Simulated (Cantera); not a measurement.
Charge: 1 mol Si, 1 mol HF, 0.15 mol N₂, 4 mol HCl, held at 0.210 bar.

These are equilibrium values from Cantera (NASA tables, ideal gas, pure condensed phases), not measurements of a reactor. Candidate condensed phases: NH₄Cl, Si, Si₃N₄; 49 gas species. N₂ is the only nitrogen source here; it is nearly inert below about 1500 K, so the nitride shown seldom forms there in practice. The tables' values for SiCl₃, SiF₃ are old estimates; treat these amounts as uncertain. The numbers say what is thermodynamically allowed, not how fast it happens.

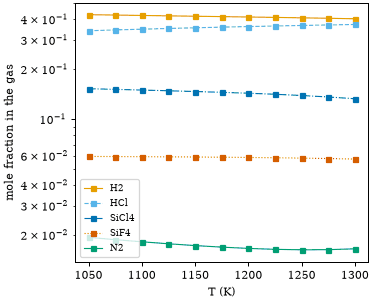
Figure: Equilibrium gas composition (values under 1e-9 drawn at 1e-9)

Task: Read off the mole fractions at 1175 K.

Result: H₂ about 0.41, HCl about 0.36, SiCl₄ about 0.14, SiF₄ about 0.059, N₂ about 0.017.
